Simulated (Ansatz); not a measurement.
Reaction (SMILES): OCl (OH-Cl) → Cl atom + H atom + O atom
B3LYP-D3(BJ)/def2-TZVP geometries, fixed; electronic energies without zero-point terms.
Largest species:
```xyz
3

O      0.0220     1.1044    -0.0012
H     -0.9233     1.3146     0.0160
Cl     0.0439    -0.5970    -0.0004
```
Charge 0, spin multiplicity 1.

Basis-set convergence of the atomisation energy at CCSD(T) with Ansatz (a program for electronic structure). Cartesian d functions, on some or all atoms, in 6-31+G*; all else is spherical. Cores are frozen. Open shells are unrestricted. No added dispersion term, no relativity. Functions are those of the species that has most. Reference: Hartree-Fock in aug-cc-pV(Q+d)Z plus the correlation part extrapolated as X^-3 from aug-cc-pV(T+d)Z and aug-cc-pV(Q+d)Z, 165.97 kcal/mol, itself unsure by roughly 0.88 kcal/mol (a third of the extrapolation step and of the last Hartree-Fock step). Deviations are taken from unrounded values.

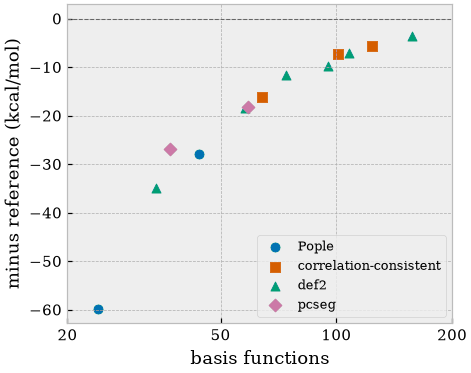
Figure. Deviation from the reference against the number of basis functions, by family of sets.

```csv
basis,functions,atomisation energy (kcal/mol),minus reference (kcal/mol)
3-21G,24,106.14,-59.83
def2-SV(P),34,131.00,-34.97
pcseg-1,37,139.12,-26.85
6-31+G*,44,138.05,-27.92
def2-SVPD,58,147.45,-18.53
aug-pcseg-1,59,147.66,-18.31
aug-cc-pV(D+d)Z,64,149.75,-16.22
def2-TZVP,74,154.31,-11.66
def2-TZVPD,95,156.12,-9.86
jun-cc-pV(T+d)Z,101,158.76,-7.22
def2-TZVPPD,108,158.79,-7.19
aug-cc-pV(T+d)Z,124,160.25,-5.72
def2-QZVPP,157,162.46,-3.51
```
